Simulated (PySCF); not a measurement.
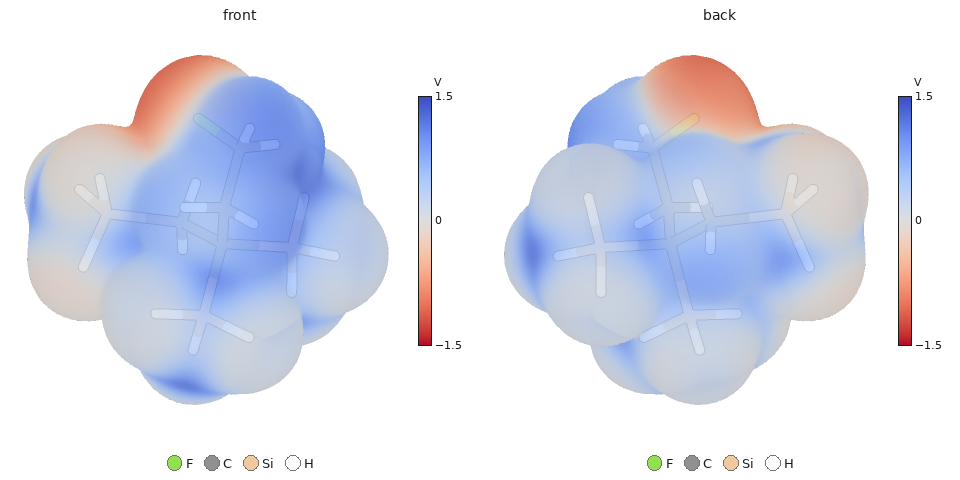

C₄H₁₅FSi₃ (SMILES FCCC([SiH3])([SiH3])C[SiH3]). The molecular electrostatic potential painted on the density surface at 0.002 e/bohr³, seen from the front and from behind; the colour scale runs from red (negative) to blue (positive).

Geometry: GFN2-xTB.

Level of theory: PBE0/pcSseg-1, SCF density, gas phase, non-relativistic (PySCF).

The calculation's input:

```
{"job": {"kind": "nmr", "xc": "PBE0", "basis": "pcSseg-1"}, "charge": 0, "multiplicity": 1}
F      0.756754     0.326644     2.604095
C      1.643179    -0.068450     1.628761
C      0.950502    -0.817604     0.496901
C      0.150891     0.036677    -0.495337
Si    -0.553902    -1.153643    -1.822780
Si     1.274072     1.315136    -1.383570
C     -0.970431     0.823188     0.203603
Si    -2.299201    -0.125579     1.186961
H      2.368241    -0.717380     2.133181
H      2.146040     0.836446     1.275096
H      0.296064    -1.565455     0.954000
H      1.732694    -1.354547    -0.046728
H      0.556854    -1.671167    -2.629041
H     -1.223645    -2.293608    -1.193136
H     -1.491731    -0.434036    -2.683324
H      1.612073     2.438225    -0.502674
H      2.514731     0.670031    -1.820801
H      0.556351     1.862206    -2.534994
H     -0.524424     1.550219     0.888146
H     -1.492706     1.417539    -0.553188
H     -1.741839    -0.987505     2.227189
H     -3.163817     0.879423     1.811018
H     -3.101502    -0.939776     0.266704
```

Launched as:

```sh
OMP_NUM_THREADS=1 python probes_run.py task.json out
```

### Where is the surface potential most negative and most positive?

The most negative region (about −1.0 V) lies over F1, the most positive (about +1.1 V) over C2, Si5, Si6 and H10.

### How polar is the molecule by this calculation?

Its dipole moment is 1.45 D.
